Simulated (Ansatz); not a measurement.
The structure below was relaxed with PBEsol (Ansatz, a quantum-chemistry and plane-wave program, PAW, no SOC), at pressure −2 GPa.

```xyz
10
Lattice="2.9363 1.6953 4.8642 -2.9363 1.6953 4.8642 0.0000 -3.3905 4.8642" Properties=species:S:1:pos:R:3 pbc="T T T"
Pb     0.0000     0.0000    10.3824
Pb     0.0000     0.0000     3.0861
Zr     0.0000     0.0000    14.3748
Zr     0.0000     0.0000     7.0785
O      1.5212    -0.5987     8.5276
O     -1.2791    -1.0180     8.5276
O     -0.2421     1.6167     8.5276
O      0.2421    -1.7738     6.0955
O     -1.6572     0.6773     6.0955
O      1.4151     1.0965     6.0955
```

Find the space group and the Wyckoff positions.

Space group R3c, hexagonal axes (No. 161); a = 5.8726 Å, b = 5.8726 Å, c = 14.5926 Å, α = 90.00°, β = 90.00°, γ = 120.00°

```json
[
 {"atom": "Pb", "site": "6a", "symmetry": "3.", "x": "0.0000", "y": "0.0000", "z": "0.2885"},
 {"atom": "Zr", "site": "6a", "symmetry": "3.", "x": "0.0000", "y": "0.0000", "z": "0.0149"},
 {"atom": "O", "site": "18b", "symmetry": "1", "x": "0.1332", "y": "0.3488", "z": "0.0823"}
]
```

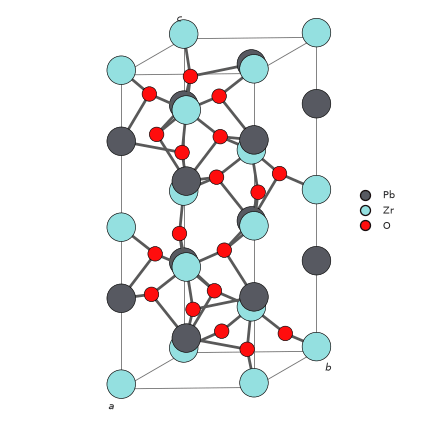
Fig. 1. The conventional cell

Load acts through the strain it causes; cell and atoms are relaxed under it. Whether these cells are dynamically stable was not tested. The cell was made from PbZrO3 (space group R3c, No. 161; a hypothetical phase, not in the database extracts checked) by this change: pressure −2 GPa.
